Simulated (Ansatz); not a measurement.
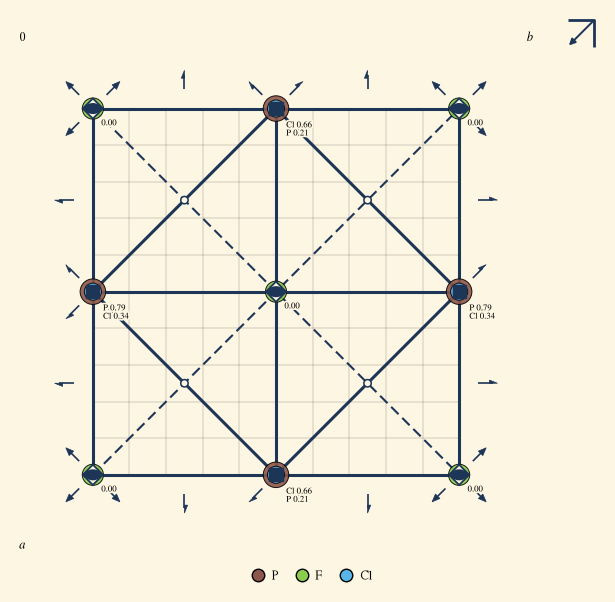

Plan of a unit cell projected along c (a down the page, b across); the numbers are heights as fractions of c, and atoms on the cell's edges are repeated. The grid marks tenths of a and b. The symmetry elements are drawn over the atoms. Symbols follow the International Tables: origin at the upper left, the third axis towards the viewer; heavy, dashed, dotted, dash-dotted and dash-dot-dot lines are mirror, in-plane glide, out-of-plane glide, diagonal (n; with arrows d) and double (e) glide planes seen edge on; arrows at the rim are 2 (full head) and 2₁ (half head) axes in the plane; the corner sign is a plane parallel to the page; fractions are heights. Handed screw axes carry their printed symbol instead of tails. Source: coordinates from a relaxation (final pressure about -3.5 GPa) with DFT, PAW plane waves, r2scan in Ansatz 0.2.0; the starting structure was generated, so it need not be a known form of this composition. Symmetry computed with spglib at a tolerance of 0.002 Å; standard conventional cell.

a = 3.774 Å, b = 3.774 Å, c = 6.645 Å, α = 90.00°, β = 90.00°, γ = 90.00°.

Q: What does the cell contain?

A: 2 P, 2 F, 2 Cl: PClF, Z = 2.

Q: Which space group?

A: P4/nmm, No. 129, origin choice 1, primitive tetragonal.

Q: Give the independent sites, coordinates to two places.

A:
```
atom  site  symmetry     x     y     z
   P    2c       4mm  0.00  0.50  0.21
   F    2a      -4m2  0.00  0.00  0.00
  Cl    2c       4mm  0.00  0.50  0.66
```
